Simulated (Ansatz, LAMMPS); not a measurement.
# Molecular dynamics of a frame of liquid (Na,Cs)(F,Cl) from 1200 K, run at 300 K (84 atoms)

How do the atoms of a frame of liquid (Na,Cs)(F,Cl) from 1200 K, run at 300 K (84 atoms) move, and what local order do they keep?

Calculated with Ansatz 0.2.0; Kohn-Sham DFT, RPBE, PAW (set soft_2), plane waves.

## Step 1: The structure

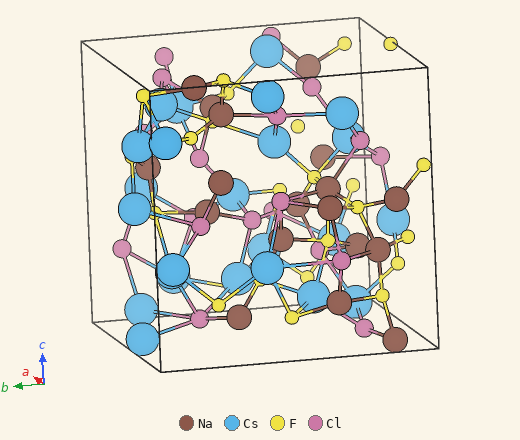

The starting structure, seen from a free direction (sodium brown, caesium blue, fluorine yellow, chlorine pink). Bonds to atoms that aren't drawn are left out. Some periodic images of atoms are drawn too.

The cell holds 84 atoms: 18 Na, 24 Cs, 24 F and 18 Cl. Its edges and angles: a = 14.539 Å, b = 14.539 Å, c = 14.539 Å, α = 90.0°, β = 90.0°, γ = 90.0°. 84 atoms (18 Na, 24 Cs, 24 F, 18 Cl) placed at random at 2.54 g/cm³, melted at 1800 K for 10 ps at fixed volume with the Lennard-Jones and Coulomb ion parameters for SPC/E (Joung and Cheatham, J. Phys. Chem. B 112, 9020 (2008)), full charges. Snapshot at the end of a hold of 20 ps at 1200 K and fixed volume.

Limits known from the start: The network of bonds at the start is that of the classical potential that made the cell, and needn't be the one that DFT or experiment would give. The cell was made at 1200 K but the dynamics is set to 300 K: the trajectory isn't one at 1200 K. The ion parameters were fitted for water, not for melts, so the starting structure of this cell may lie well off the real melt's. Sampling is at Γ alone, for a cell whose shortest periodic width is 15 Å. Spin–orbit coupling is left out, which matters for the levels of the heavy elements.

## Step 2: Dynamics started at 300 K

A Nosé–Hoover thermostat steers the temperature while disturbing the dynamics little. The time step is 1.0 fs.

The input, input.yaml:

```yaml
crystal:
  lattice:
    - [14.5393, 0.0, 0.0]
    - [0.0, 14.5393, 0.0]
    - [0.0, 0.0, 14.5393]
  atoms:
    - { symbol: Na, position: [0.14345, 0.1698, 0.34069] }
    - { symbol: Na, position: [0.57634, 0.34944, 0.44028] }
    - { symbol: Na, position: [0.55452, 0.88451, 0.6204] }
    - { symbol: Na, position: [0.58787, 0.63696, 0.8076] }
    [... 74 atom lines left out ...]
    - { symbol: Cl, position: [0.99246, 0.79021, 0.65658] }
    - { symbol: Cl, position: [0.29207, 0.19515, 0.03772] }
    - { symbol: Cl, position: [0.9966, 0.31873, 0.96083] }
    - { symbol: Cl, position: [0.64502, 0.67731, 0.61918] }
    - { symbol: Cl, position: [0.50414, 0.53101, 0.4127] }
    - { symbol: Cl, position: [0.50802, 0.29154, 0.28429] }
kpoints:
  mp_grid: { grid: [1, 1, 1] }
hamiltonian:
  xc: rpbe
scf:
  occupations: { method: fixed }
output:
  forces: true
md:
  timestep: 1.0
  n_steps: 68
  ensemble: nvt_nose_hoover
  temperature: 300
  initial_velocities: maxwell_boltzmann
  seed: 3417
```

Started as:

```
$ ansatz run input.yaml --threads 4 --pin off --max-ram 8192MiB --backend cpu --events-out ev --progress --plain --runs-dir out
```

Run time: 17 min. Hardware: 4 threads of Arm Neoverse V2, shared host; peak memory 3.7 GiB; 68 min of CPU time.

The program notes that it switched symmetry off.

Rows from the run:

```tsv
time (fs)	T (K)	potential (meV/atom)	conserved (meV/atom)
0.0	300	0.0	0.00
5.0	307	-0.9	0.00
9.0	324	-3.0	0.00
14.0	357	-7.3	0.00
18.0	392	-11.8	0.00
23.0	441	-18.3	0.00
27.0	483	-23.8	0.00
32.0	533	-30.7	-0.01
36.0	568	-35.9	-0.01
41.0	603	-41.5	-0.01
45.0	621	-45.0	-0.01
50.0	628	-47.8	-0.01
54.0	621	-48.7	-0.01
59.0	601	-48.4	-0.01
63.0	580	-47.6	-0.01
68.0	556	-46.6	0.00
```

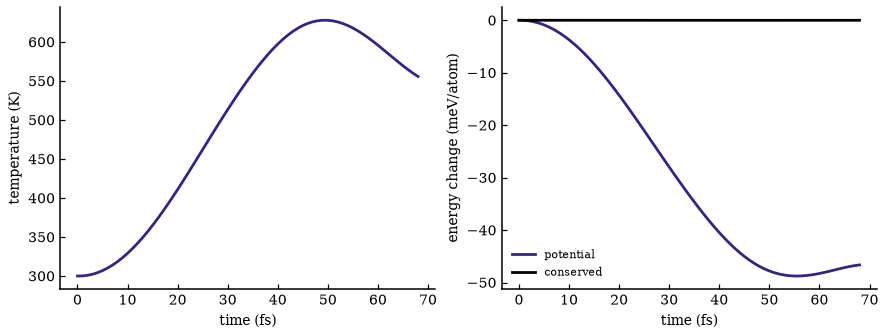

Temperature and energies against time.

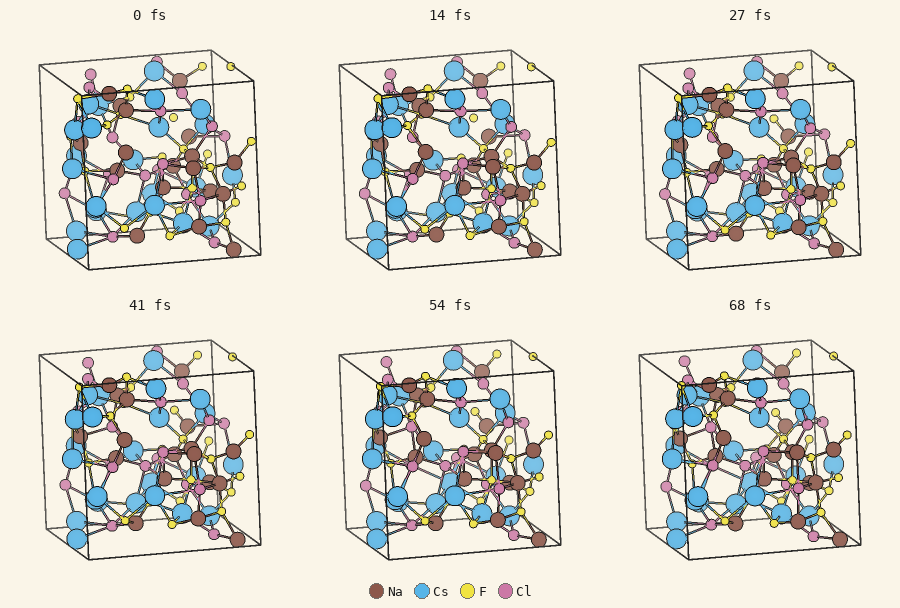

6 frames of the run. Bonds to atoms that aren't drawn are left out.

Mean square displacement from the first frame to the last: Na 0.18 Å², Cs 0.025 Å², F 0.22 Å², Cl 0.20 Å².

Table of mean square displacement by time lag:

```tsv
time lag (fs)	Cl (Å²)	Cs (Å²)	F (Å²)	Na (Å²)
5	0.00128	1.5e-4	0.00165	0.00131
10	0.00519	6.2e-4	0.00664	0.00525
15	0.0118	0.00140	0.0150	0.0119
20	0.0210	0.00247	0.0264	0.0209
25	0.0328	0.00386	0.0407	0.0324
30	0.0471	0.00554	0.0576	0.0461
```

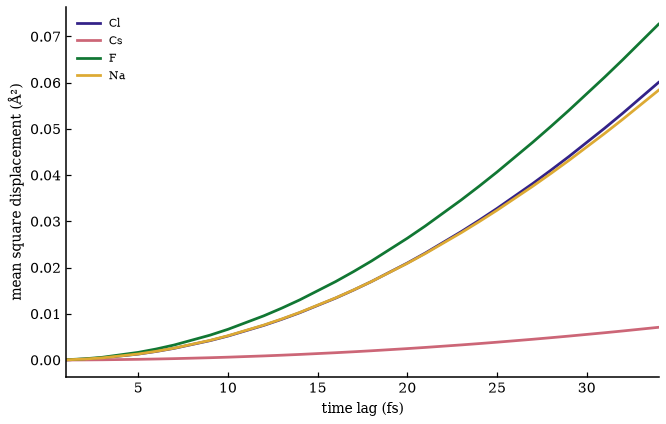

Mean square displacement against time lag.

Over the second half of 68 fs the temperature averages 598 K with swings of 24 K r.m.s. The conserved energy stays within 0.01 meV/atom. From first frame to last F has the largest mean square displacement, 0.22 Å² at the end; the farthest move is 0.88 Å. The mean temperature of 598 K lies well off the 300 K of the input, so the thermostat hasn't yet brought the run to equilibrium. The run spans 0.07 ps, too short for its means to be equilibrium values.

## Step 3: Structure statistics late in the run

The g(r) is a mean over the second half.

Density 2.54 g/cm³, 36.59 Å³ an atom.

Mean of 19 frames. Pair distribution functions g(r), in bins of 0.2 Å:

```tsv
r (Å)	total	Cs-Cs	Cs-F	Cs-Cl	Cs-Na	F-F	F-Cl
1.90	0.10	0.00	0.00	0.00	0.00	0.00	0.00
2.10	0.55	0.00	0.00	0.00	0.00	0.00	0.00
2.30	1.25	0.00	0.00	0.00	0.00	0.00	0.00
2.50	0.54	0.00	0.19	0.00	0.00	0.00	0.00
2.70	0.89	0.00	1.50	0.00	0.00	0.00	0.00
2.90	0.98	0.00	3.73	0.08	0.00	0.08	0.00
3.10	1.21	0.00	3.45	2.34	0.00	0.37	0.34
3.30	1.68	0.00	2.96	5.34	0.90	1.17	0.62
3.50	0.95	0.46	0.63	3.38	0.19	1.36	0.74
3.70	1.03	1.53	0.22	1.73	1.33	1.16	1.59
3.90	1.03	0.75	0.55	0.65	1.51	2.29	3.01
4.10	0.96	0.79	0.11	0.74	1.94	1.93	1.89
4.30	1.19	1.15	0.16	0.82	1.95	1.75	1.80
4.50	1.10	2.31	0.71	0.46	1.20	1.60	0.89
4.70	1.03	1.69	0.82	0.17	1.67	1.40	1.26
4.90	0.82	1.41	0.75	0.37	1.04	0.36	0.77
5.10	0.92	0.82	0.84	0.80	1.17	0.75	0.99
5.30	1.08	1.47	1.15	0.62	1.24	0.69	1.38
5.50	0.93	0.63	1.38	0.45	1.06	0.10	1.21
5.70	1.05	1.75	1.08	0.76	0.98	0.67	0.70
5.90	1.06	1.00	1.02	1.12	0.87	1.11	0.96
6.10	0.89	0.62	0.79	1.10	0.56	1.25	0.76
6.30	0.97	0.57	1.32	0.82	0.72	0.99	0.67
6.50	1.11	0.93	1.64	1.09	0.53	0.79	0.84
6.70	1.04	0.39	1.46	1.02	0.91	0.81	0.82
6.90	0.95	0.97	0.97	1.16	0.90	0.65	1.03
7.10	0.87	0.55	0.65	1.21	1.17	0.93	1.33
```

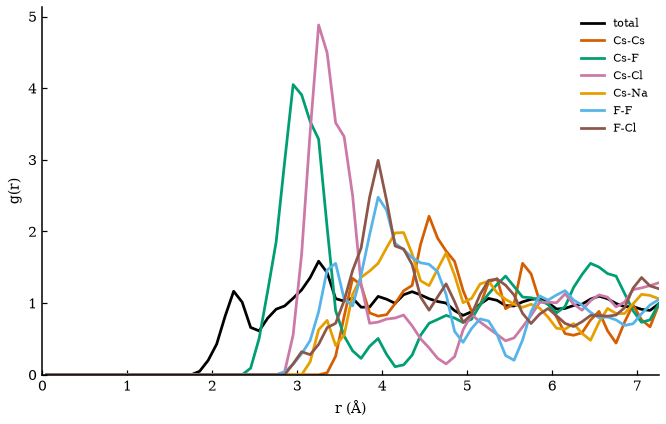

Pair distribution functions, lightly smoothed.

## Step 4: Single point at the last frame

The last frame is solved again with fuller output, to read the electronic structure of a thermally displaced geometry.

The input, input.yaml:

```yaml
crystal:
  lattice:
    - [14.5393, 0.0, 0.0]
    - [0.0, 14.5393, 0.0]
    - [0.0, 0.0, 14.5393]
  atoms:
    - { symbol: Na, position: [0.14621, 0.21134, 0.35091] }
    - { symbol: Na, position: [0.55394, 0.35031, 0.44931] }
    - { symbol: Na, position: [0.54929, 0.89039, 0.59007] }
    - { symbol: Na, position: [0.58636, 0.65697, 0.81392] }
    [... 74 atom lines left out ...]
    - { symbol: Cl, position: [0.98063, 0.78357, 0.65671] }
    - { symbol: Cl, position: [0.30143, 0.19936, 0.01389] }
    - { symbol: Cl, position: [0.98849, 0.32241, 0.96746] }
    - { symbol: Cl, position: [0.60415, 0.69703, 0.62903] }
    - { symbol: Cl, position: [0.45341, 0.54224, 0.421] }
    - { symbol: Cl, position: [0.54459, 0.28471, 0.28046] }
kpoints:
  mp_grid: { grid: [1, 1, 1] }
hamiltonian:
  xc: rpbe
scf:
  occupations: { method: fixed }
output:
  forces: true
  stress: true
  populations: true
  dos:
    method: { smearing: { sigma: 0.15 } }
    de: 0.1
    projected: { site_lists: { Cl: [Cl], Cs: [Cs], F: [F], Na: [Na] } }
  eigenvalues: true
  write_density: true
  write_potential: true
  volumetric_format: npy
  elf: true
```

The job ended after 52 s (4 threads; peak memory 3.7 GiB).

The program notes that the exchange-correlation potential is rough where the density is thin.

Read from the output:

| Property | Result |
| --- | --- |
| free energy | -202197.0873 eV |
| free energy per atom | -2407.1082 eV/atom |
| SCF cycles | 10 |
| pressure | 0.7538 GPa |
| r.m.s. force component | 0.3606 eV/Å |
| longest force | 2.148 eV/Å |
| Fermi energy | 0.8336 eV |
| gap (highest filled to lowest empty level) | 3.03 eV |
| spilling of the projection | 0.004598 |

Length of the force by element:

```tsv
element	coordination	atoms	mean length of the force (eV/Å)	spread	least	most
Cl	all	18	0.447	0.222	0.097	0.918
Cs	all	24	0.421	0.198	0.102	0.960
F	all	24	0.562	0.418	0.145	1.81
Na	all	18	0.652	0.451	0.117	2.15
```

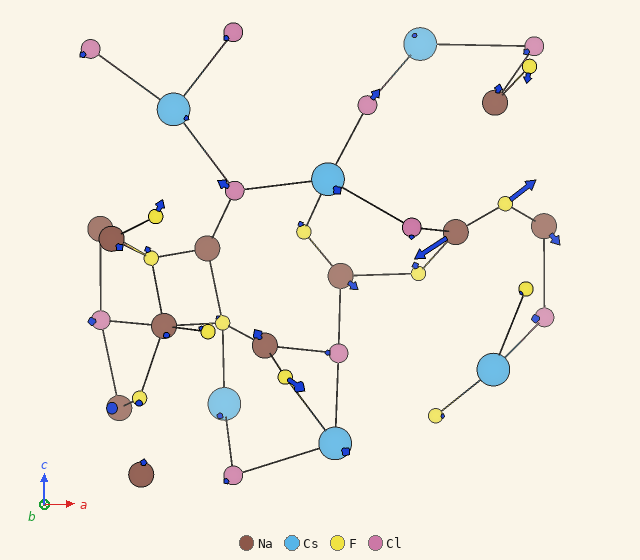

Forces as arrows; the longest in the cell is 2.15 eV/Å. Drawn is a slice 6 Å thick, seen along the normal of the ac plane. Bonds to atoms that aren't drawn are left out.

Löwdin charges by element (they lack the spilled electrons, 0.037 e an atom on average):

```tsv
element	coordination	atoms	mean charge (e)	spread	least	most
Cl	all	18	-0.736	0.0181	-0.771	-0.709
Cs	all	24	0.887	0.0177	0.849	0.928
F	all	24	-0.795	0.0083	-0.810	-0.78
Na	all	18	0.786	0.0222	0.755	0.836
```

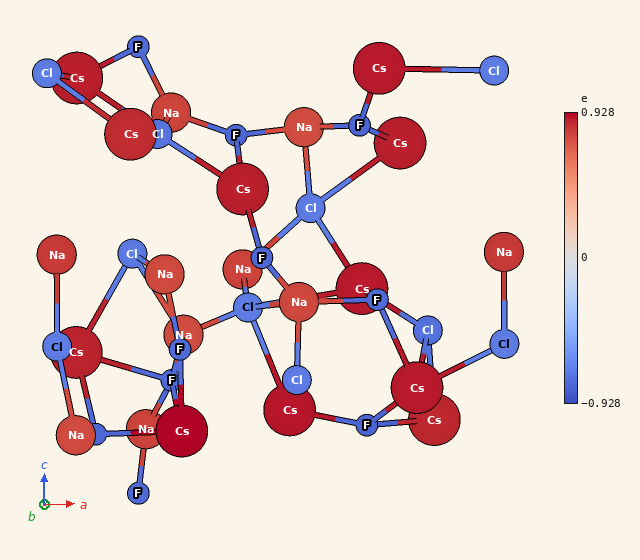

Atoms coloured by Löwdin charge. Drawn is a slice 7 Å thick, seen along the normal of the ac plane.

States in the cell by windows of 1 eV, zero at the Fermi level; the larger projections on atomic orbitals stand beside the total:

```tsv
from (eV)	to (eV)	total	Cs p	F p	Cl p	Cl s
-14	-13	12.3	0.1	0.0	0.0	11.6
-13	-12	23.4	0.2	0.0	0.0	22.3
-12	-11	0.3	0.0	0.0	0.0	0.3
-11	-9	0.0	0.0	0.0	0.0	0.0
-9	-8	5.1	5.0	0.0	0.0	0.0
-8	-7	69.5	67.6	0.5	0.7	0.2
-7	-6	69.0	67.0	0.7	0.7	0.2
-6	-5	0.3	0.3	0.0	0.0	0.0
-5	-4	0.0	0.0	0.0	0.0	0.0
-4	-3	0.4	0.0	0.4	0.0	0.0
-3	-2	27.7	0.1	25.1	1.3	0.0
-2	-1	141.7	1.6	71.4	64.2	0.0
-1	0	81.1	0.9	41.0	37.5	0.0
0	1	1.0	0.0	1.0	0.0	0.0
1	2	0.0	0.0	0.0	0.0	0.0
2	3	1.0	0.0	0.0	0.0	0.0
3	4	4.9	0.0	0.1	0.1	0.1
4	5	24.1	0.2	0.4	0.5	0.4
```

With fixed occupations the program's Fermi level is the highest filled level; weight inside the gap is the broadening of levels at its edges.

Between -26 and -14 eV lie 204 more states.

The stored curve holds about 636 of the 672 electrons; the rest, give or take the few that broadening carries across the Fermi level, lie in deeper levels below its range.

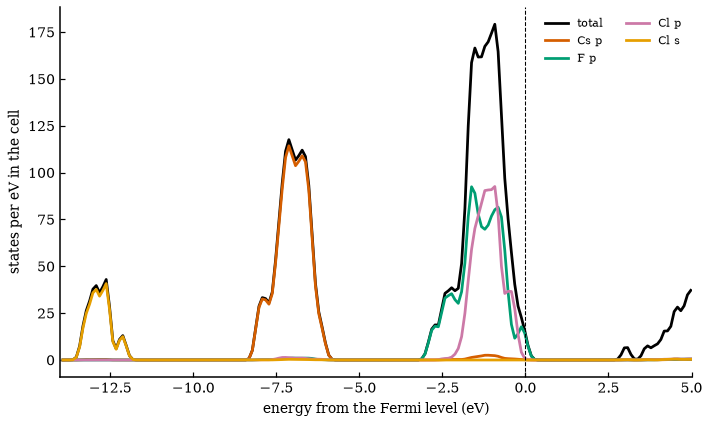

Total and projected density of states, with the broadening of the input.

The levels nearest the highest filled one (over half full), pooled over k-points and spins:

```tsv
level less the highest filled one (eV)	occupation
-0.388	2
-0.322	2
-0.289	2
-0.147	2
-0.137	2
0	2
3.03	0
3.65	0
3.93	0
4.18	0
4.21	0
4.42	0
```

Mean Löwdin charges: Cl -0.74, Cs +0.89, F -0.80, Na +0.79 e (they miss 0.46 % of the electrons, so they add up to more than the cell's charge).

## Step 5: Results

```
mean temperature, second half                                : 598.5 K
temperature swing, second half                               : 24.22 K
slope of the conserved energy against time, by least squares : -0.1609 meV/atom/ps
free energy per atom                                         : -2407.1082 eV/atom
pressure                                                     : 0.7538 GPa
r.m.s. force component                                       : 0.3606 eV/Å
gap (highest filled to lowest empty level)             : 3.03 eV
wall time of the 2 DFT runs                                  : 18 min
```

**Reading.** Over the second half of 68 fs the temperature averages 598 K with swings of 24 K r.m.s. The conserved energy stays within 0.01 meV/atom. The mean temperature of 598 K lies well off the 300 K of the input, so the thermostat hasn't yet brought the run to equilibrium. The run spans 0.07 ps, too short for its means to be equilibrium values. Between filled and empty levels lie 3.03 eV (at Γ alone); a semilocal functional tends to put such gaps too low. In a disordered cell it changes from sample to sample and from frame to frame.

**Limits.** The pressure of a single frame lacks the kinetic term, about 0.23 GPa here.

[Logs are printed without paths, hosts, clocks, repeated set-up lines and the standing remarks that a program may print on its own settings, such as how far it seeks lower states.]

[Hosts, paths, dates, database ids (printed as entryN), source tags and the programs' standing remarks are cut or masked in the printed files.]
